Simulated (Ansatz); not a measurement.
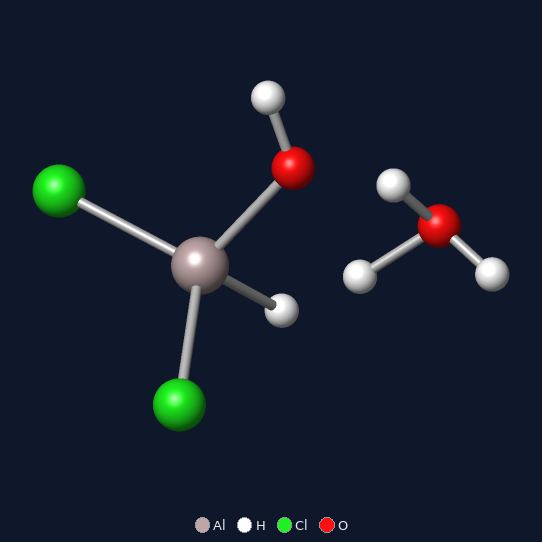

Sticks follow a distance rule. Harmonic vibrations computed with RKS PBE0-D4/def2-TZVP (Ansatz 0.2.0) at a stationary point of the same level.

Minimum or transition state?

A first-order saddle point: one imaginary frequency, 700i cm⁻¹.

List the wavenumbers.

24 modes: 700i, 34, 120, 159, 220, 256, 297, 446, 457, 512, 564, 589, 707, 728, 807, 1098, 1365, 1453, 1579, 1584, 1800, 2418, 3845, 3934 cm⁻¹.
